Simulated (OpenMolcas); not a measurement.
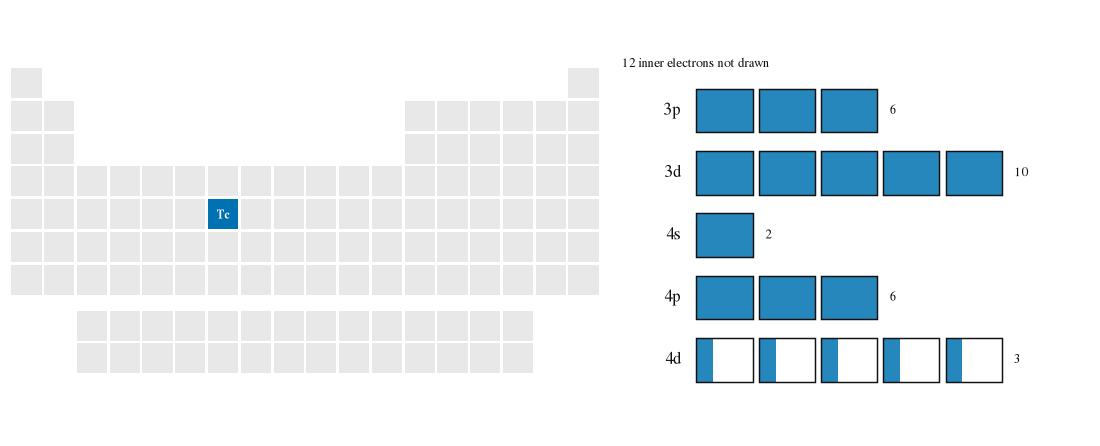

Left, the place of technetium in the periodic table; right, the outer shells of the leading configuration of the lowest level: a box for each of the 2l + 1 orbitals, shaded by the share of the shell that is filled, with the electron count at the right.

## Tc⁴⁺ complex: multiconfigurational calculation (part 1 of 2)

- system: Tc⁴⁺ with 6 ligands (Cl; octahedron, 2.28 Å), neutralised by 6 outer point charges of +0.33 e, whose field is part of the energies.
- method: state-averaged CASSCF, active space 3 electrons in the shell 4d, basis ANO-RCC-VDZP on the metal and ANO-RCC-VDZP on the ligands, DKH2 scalar Hamiltonian, spin-orbit coupling by RASSI with atomic mean-field integrals (OpenMolcas)

The input:
```
&GATEWAY
Coord
7

Tc 0.0 0.0 0.0
Cl 2.280000 0.000000 0.000000
Cl 0.000000 2.280000 0.000000
Cl -2.280000 0.000000 0.000000
Cl 0.000000 -2.280000 0.000000
Cl 0.000000 0.000000 2.280000
Cl 0.000000 0.000000 -2.280000
Basis=Tc.ANO-RCC-VDZP,Cl.ANO-RCC-VDZP
Group=XYZ
NoMove
AngMom=0.0 0.0 0.0
AMFI
RICD
XField
3 Angstrom 0
5.480000 0.000000 0.000000 0.333333
0.000000 5.480000 0.000000 0.333333
0.000000 0.000000 5.480000 0.333333
&SEWARD
&RASSCF
FileOrb=start.orb
Symmetry=1
Spin=4
nActEl=3 0 0
Inactive=36 36
Ras2=5 0
CIRoot=10 10 1
SDav=10
CIMx=300
Iter=150 100
PrWF=0.3
OrbListing=Nothing
MaxOrb=0
LevShft=1.0
>>> COPY $Project.JobIph JOB001
&RASSCF
FileOrb=start.orb
Symmetry=1
Spin=2
nActEl=3 0 0
Inactive=36 36
Ras2=5 0
CIRoot=40 40 1
SDav=40
CIMx=300
Iter=150 100
PrWF=0.3
OrbListing=Nothing
MaxOrb=0
LevShft=1.0
>>> COPY $Project.JobIph JOB002
&RASSI
NrOfJobIphs=2 10 40
1 2 3 4 5 6 7 8 9 10
1 2 3 4 5 6 7 8 9 10 11 12 13 14 15 16 17 18 19 20 21 22 23 24 25 26 27
28 29 30 31 32 33 34 35 36 37 38 39 40
IphNames
JOB001
JOB002
EJob
SpinOrbit
DIPRint=1.0
SOCoupling=1000.0
Subsets=2
Property=9
'ANGMOM' 1 'ANGMOM' 2 'ANGMOM' 3 'MLTPL  1' 1 'MLTPL  1' 2 'MLTPL  1' 3
'AMFI' 1 'AMFI' 2 'AMFI' 3
SOProperty=3
'ANGMOM' 1 'ANGMOM' 2 'ANGMOM' 3
```

The file start.orb holds starting orbitals from an earlier step. A driver script formed the levels outside the program, from RASSI's spin-orbit matrix and the active-space energies, averaged over the components of each term or state.

Hardware: 1 thread of Arm Neoverse V1, 24 GiB of memory available, shared host.

Run as:
```bash
OMP_NUM_THREADS=1 MOLCAS_MEM=2457 MOLCAS_PROJECT=a pymolcas a.inp > a.log  # once for each step of the input, in one work folder
```

Log (extracts):
```
--- SEWARD ---
Basis set label: TC.ANO-RCC...6S5P3D1F.

      Electronic valence basis set:
      ------------------
      Associated Effective Charge  43.000000 au
      Associated Actual Charge     43.000000 au
      Nuclear Model: Point charge

      Shell  nPrim  nBasis  Cartesian Spherical Contaminant
         s      21       6        X
         p      18       5        X
         d      13       3                 X
         f       6       1                 X
                  Relativistic Douglas-Kroll-Hess integrals:
                    - DKH order of Hamiltonian: 2
                    - DKH order of Properties : 0
                  Atomic mean-field integrals
--- RASSCF ---
Wave function specifications:
      -----------------------------

      Number of closed shell electrons         144
      Number of electrons in active shells       3
      Max number of holes in RAS1 space          0
      Max nr of electrons in RAS3 space          0
      Number of inactive orbitals               72
      Number of active orbitals                  5
      Number of secondary orbitals              74
      Spin quantum number                      1.5
      State symmetry                             1
Orbital specifications:
      -----------------------

      Symmetry species                           1   2
                                                ag  au
      Frozen orbitals                            0   0
      Inactive orbitals                         36  36
      Active orbitals                            5   0
      RAS1 orbitals                              0   0
      RAS2 orbitals                              5   0
      RAS3 orbitals                              0   0
      Secondary orbitals                        34  40
      Deleted orbitals                           0   0
      Number of basis functions                 75  76
      Number of CSFs                            10
      Number of root(s) required                10
      Iter CI   SX   CI       RASSCF       Energy    max ROT     max BLB   max BLB  Level Ln srch  Step   QN
          iter iter root      energy       change     param      element    value   shift minimum  type update
 Nr of preliminary CI iterations:   1
      Total energies have been shifted. Add                -7000.00 au
        1   1    9    0   -47.37719536    0.00E+00  -1.12E-01*  36  39 1  2.61E-01*  1.30   0.00    SX    NO
        2   1   10    0   -48.12529813   -7.48E-01* -1.12E-01*  36  39 1  2.16E-01*  1.01   0.00    SX    NO
        3   1   10    0   -48.39169992   -2.66E-01*  7.29E-02   36  39 1  1.30E-01*  0.81   0.00    SX    NO
        4   1   10    0   -48.47146994   -7.98E-02*  3.81E-02   36  39 1  6.57E-02*  0.72   0.00    SX    NO
        5   1   10    0   -48.49858284   -2.71E-02*  4.26E-02   36  39 1  3.91E-02*  0.70   2.44    LS   YES
        6   1   10    0   -48.51255655   -1.40E-02*  1.38E-02   14  44 2 -1.21E-02*  0.68   1.30    QN   YES
        7   1    9    0   -48.51523520   -2.68E-03*  5.54E-03    9  49 2 -7.62E-03*  0.68   1.39    QN   YES
        8   1    9    0   -48.51571832   -4.83E-04* -1.16E-03   14  42 1 -1.86E-03*  0.68   1.22    QN   YES
        9   1    8    0   -48.51577174   -5.34E-05* -3.67E-04   36  73 1 -6.30E-04*  0.68   1.28    QN   YES
       10   1    7    0   -48.51578136   -9.62E-06*  3.23E-04    9  49 2  5.02E-04*  0.68   1.26    QN   YES
       11   1    7    0   -48.51578328   -1.92E-06*  1.71E-04   27  38 1 -1.37E-04*  0.68   1.39    QN   YES
       12   1    7    0   -48.51578384   -5.63E-07* -1.07E-04   36  39 1 -8.60E-05   0.68   1.39    QN   YES
       13   1    6    0   -48.51578399   -1.48E-07* -5.66E-05    9  49 2 -6.01E-05   0.68   1.37    QN   YES
       14   1    6    0   -48.51578403   -3.67E-08*  2.89E-05   36  39 1 -2.03E-05   0.68   1.40    QN   YES
       15   1    5    0   -48.51578404   -9.70E-09  -1.20E-05   14  51 2  1.05E-05   0.68   1.37    QN   YES
      Convergence after 15 iterations
       16   1    5    0   -48.51578404   -2.16E-09  -1.20E-05    9  49 2  6.45E-06   0.68   1.37    QN   YES
      Natural orbitals and occupation numbers for root  1
      sym 1:   1.000000   1.000000  -0.000000   1.000000   0.000000
      Natural orbitals and occupation numbers for root  2
      sym 1:   0.000001   0.999999   0.000001   1.000000   0.999999
      Natural orbitals and occupation numbers for root  3
      sym 1:   1.000000   0.999699   0.000301   0.000301   0.999699
::    RASSCF root number  1 Total energy:  -7048.68237758
::    RASSCF root number  2 Total energy:  -7048.55460397
::    RASSCF root number  3 Total energy:  -7048.55460397
::    RASSCF root number  4 Total energy:  -7048.55460397
::    RASSCF root number  5 Total energy:  -7048.52391595
::    RASSCF root number  6 Total energy:  -7048.52391595
::    RASSCF root number  7 Total energy:  -7048.52391595
::    RASSCF root number  8 Total energy:  -7048.41330102
::    RASSCF root number  9 Total energy:  -7048.41330102
::    RASSCF root number 10 Total energy:  -7048.41330102
--- RASSCF ---
Wave function specifications:
      -----------------------------

      Number of closed shell electrons         144
      Number of electrons in active shells       3
      Max number of holes in RAS1 space          0
      Max nr of electrons in RAS3 space          0
      Number of inactive orbitals               72
      Number of active orbitals                  5
      Number of secondary orbitals              74
      Spin quantum number                      0.5
      State symmetry                             1
Orbital specifications:
      -----------------------

      Symmetry species                           1   2
                                                ag  au
      Frozen orbitals                            0   0
      Inactive orbitals                         36  36
      Active orbitals                            5   0
      RAS1 orbitals                              0   0
      RAS2 orbitals                              5   0
      RAS3 orbitals                              0   0
      Secondary orbitals                        34  40
      Deleted orbitals                           0   0
      Number of basis functions                 75  76
      Number of CSFs                            40
      Number of root(s) required                40
      Iter CI   SX   CI       RASSCF       Energy    max ROT     max BLB   max BLB  Level Ln srch  Step   QN
          iter iter root      energy       change     param      element    value   shift minimum  type update
 Nr of preliminary CI iterations:   1
      Total energies have been shifted. Add                -7000.00 au
        1   1    9    0   -48.45256496    0.00E+00  -8.86E-03   37  43 1 -8.88E-03*  0.73   0.00    SX    NO
        2   1    9    0   -48.45347206   -9.07E-04*  4.50E-03   33  37 1 -6.13E-03*  0.73   0.00    SX    NO
        3   1    9    0   -48.45380464   -3.33E-04*  2.62E-03   33  37 1 -4.14E-03*  0.73   0.00    SX    NO
        4   1    8    0   -48.45393981   -1.35E-04* -1.88E-03   33  37 1 -2.97E-03*  0.73   0.00    SX    NO
        5   1    8    0   -48.45399820   -5.84E-05* -2.77E-03   33  37 1 -2.09E-03*  0.73   2.50    LS   YES
        6   1    8    0   -48.45404170   -4.35E-05* -1.28E-03   33  37 1 -7.98E-04*  0.73   1.35    QN   YES
        7   1    7    0   -48.45404746   -5.76E-06*  5.30E-04   28  39 1  3.24E-04*  0.73   1.27    QN   YES
        8   1    7    0   -48.45404899   -1.52E-06*  4.32E-04   28  39 1  3.06E-04*  0.73   1.82    LS   YES
        9   1    7    0   -48.45404937   -3.86E-07* -2.41E-04   28  39 1  2.92E-04*  0.73   1.00    QN   YES
       10   1    7    0   -48.45404981   -4.34E-07* -1.50E-04   28  39 1  1.24E-04*  0.73   1.62    LS   YES
       11   1    7    0   -48.45404988   -7.53E-08*  4.19E-05   24  49 2 -9.75E-05   0.73   1.00    QN   YES
       12   1    6    0   -48.45404993   -4.89E-08*  5.08E-05   28  39 1  3.58E-05   0.73   1.43    QN   YES
       13   1    5    0   -48.45404995   -1.84E-08*  8.73E-06   24  49 2  9.84E-06   0.73   1.15    QN   YES
       14   1    4    0   -48.45404995   -8.13E-10   2.37E-06   30  42 1  3.95E-06   0.73   1.44    QN   YES
      Convergence after 14 iterations
       15   1    4    0   -48.45404995   -1.98E-10   2.37E-06   30  42 1  1.74E-06   0.73   1.44    QN   YES
      Natural orbitals and occupation numbers for root  1
      sym 1:   1.002935   0.001772   0.990057   0.993395   0.011840
      Natural orbitals and occupation numbers for root  2
      sym 1:   0.987990   0.011840   1.000868   0.997530   0.001772
      Natural orbitals and occupation numbers for root  3
      sym 1:   0.997911   0.002080   1.000518   0.996402   0.003089
::    RASSCF root number  1 Total energy:  -7048.62144896
::    RASSCF root number  2 Total energy:  -7048.62144896
::    RASSCF root number  3 Total energy:  -7048.61833801
::    RASSCF root number  4 Total energy:  -7048.61833801
::    RASSCF root number  5 Total energy:  -7048.61833801
::    RASSCF root number  6 Total energy:  -7048.58574436
::    RASSCF root number  7 Total energy:  -7048.58574436
::    RASSCF root number  8 Total energy:  -7048.58574436
::    RASSCF root number  9 Total energy:  -7048.50792327
::    RASSCF root number 10 Total energy:  -7048.50508175
::    RASSCF root number 11 Total energy:  -7048.50508175
::    RASSCF root number 12 Total energy:  -7048.50508175
::    RASSCF root number 13 Total energy:  -7048.49893839
::    RASSCF root number 14 Total energy:  -7048.49893839
::    RASSCF root number 15 Total energy:  -7048.49893839
::    RASSCF root number 16 Total energy:  -7048.49112267
::    RASSCF root number 17 Total energy:  -7048.49112267
::    RASSCF root number 18 Total energy:  -7048.48269473
::    RASSCF root number 19 Total energy:  -7048.48269473
::    RASSCF root number 20 Total energy:  -7048.48269473
::    RASSCF root number 21 Total energy:  -7048.46281837
::    RASSCF root number 22 Total energy:  -7048.46281837
::    RASSCF root number 23 Total energy:  -7048.46281837
::    RASSCF root number 24 Total energy:  -7048.45309103
::    RASSCF root number 25 Total energy:  -7048.41094639
::    RASSCF root number 26 Total energy:  -7048.41094639
::    RASSCF root number 27 Total energy:  -7048.37707834
::    RASSCF root number 28 Total energy:  -7048.37707834
::    RASSCF root number 29 Total energy:  -7048.37707834
::    RASSCF root number 30 Total energy:  -7048.37424000
```

(Continued in part 2.) Outcome of the run: converged.
